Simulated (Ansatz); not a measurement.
A bilayer cut from bulk PtS₂ (CdI2 type), in the bulk's stacking and in-plane cell, with 15 Å of vacuum. The upper layer (atoms 4 to 6) slides over the lower.

```yaml
crystal:
  lattice:
    - [3.58361, 0.00000, 0.00000]
    - [1.79180, 3.10349, 0.00000]
    - [0.00000, 0.00000, 22.06844]
  atoms:
    - { symbol: S, position: [0.33333, 0.33333, 0.33794] }
    - { symbol: Pt, position: [0.00000, 0.00000, 0.39357] }
    - { symbol: S, position: [0.66667, 0.66667, 0.44783] }
    - { symbol: S, position: [0.33333, 0.33333, 0.55217] }
    - { symbol: Pt, position: [0.00000, 0.00000, 0.60643] }
    - { symbol: S, position: [0.66667, 0.66667, 0.66206] }
```

In-plane vectors a = (3.584, 0.000) Å, b = (1.792, 3.103) Å, area 11.12 Å². The shift is s times the vector a + b (length 6.207 Å), so s = 1 restores the start. Atoms relax along the normal only. γ = [E(shift) − E(0)] / area.

These are PBE-D3(BJ) (plane waves to 420 eV, PAW, scalar-relativistic; Ansatz, a quantum-chemistry and plane-wave program) values and carry that method's errors. k mesh 15×15×1 (Γ-centred), Fermi-Dirac smearing 0.05 eV. Energies are extrapolated to zero smearing. At this level the bands of PtS2 touch or barely overlap; measurements give the solid a gap. PtS2 is run without spin polarisation. PtS2 was relaxed with its symmetry unable to fall. Spin-orbit coupling is left out, though Pt is heavy. The zero of γ is zero shift.

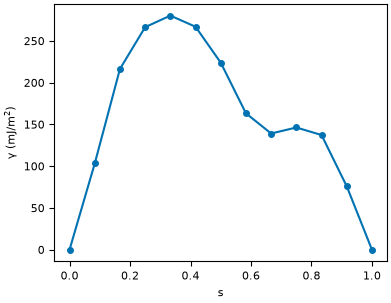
γ (mJ/m²) against s; markers are the computed points, lines only join them (the last repeats the first, one period on).

Problem. Does γ have a local minimum between the ends of the line, and at which s?

Solution. s = 0.667.

Problem. What is γ at the local minimum s = 0.667?

Solution. About 140 mJ/m².

Problem. Which barrier is met on the easier way from s = 0 (or 1) to s = 0.667?

Solution. About 150 mJ/m².

Problem. What is the highest γ among twelve even steps of s?

Solution. About 280 mJ/m².

(The slope of γ gives the shear force per area between the displaced halves; near zero shift its curvature is an elastic stiffness.)
